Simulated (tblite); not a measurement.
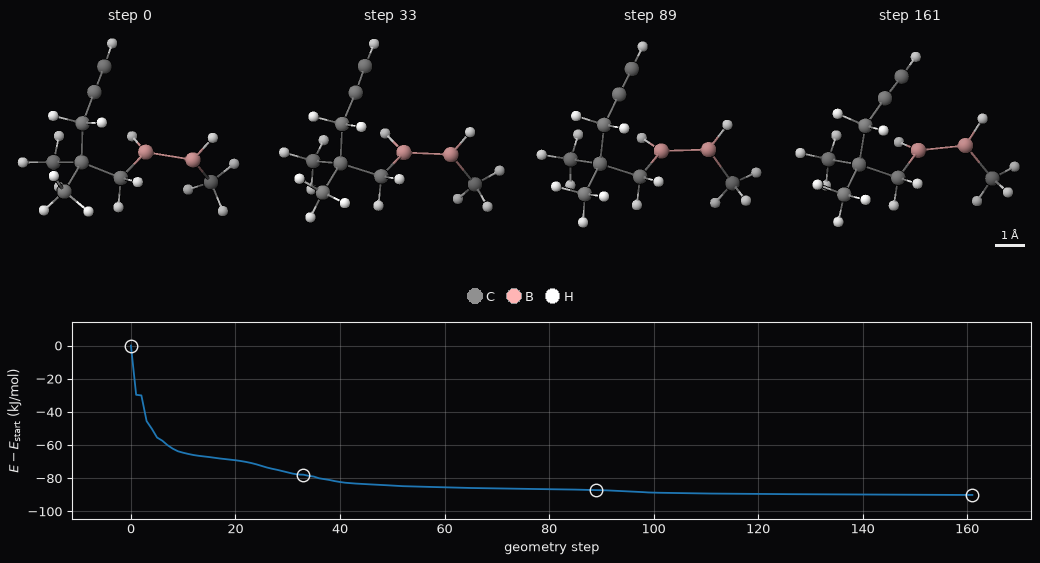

Frames of a relaxation of C$_{8}$H$_{16}$B$_{2}$, marked on the history of the run. Style: ball-and-stick. Shown at a tilt.

The calculation used tblite, GFN2-xTB geometry optimisation, gas phase. 

### What happens along the run?

The energy falls by 90.0 kJ/mol in 161 geometry steps. The largest move after the best rigid fit is that of an H atom, 0.99 Å. Largest moves by element: H 0.99 Å, C 0.70 Å, B 0.69 Å. Among the contacts that change: C–C 1.494 → 1.539 Å, C–H 1.125 → 1.094 Å, C–H 1.071 → 1.049 Å, C–C 1.466 → 1.444 Å. Among the angles between lasting bonds that change: H–C–H 117.1° → 108.1°, C–B–H 122.8° → 115.7°, B–B–H 118.2° → 124.6°. Groups turn about C–C by about 45°. From step 0 to 33: an H atom moves most (0.58 Å), energy −77.8 kJ/mol. From step 33 to 89: an H atom moves most (0.47 Å), energy −9.26 kJ/mol. From step 89 to 161: an H atom moves most (0.58 Å), energy −2.95 kJ/mol.
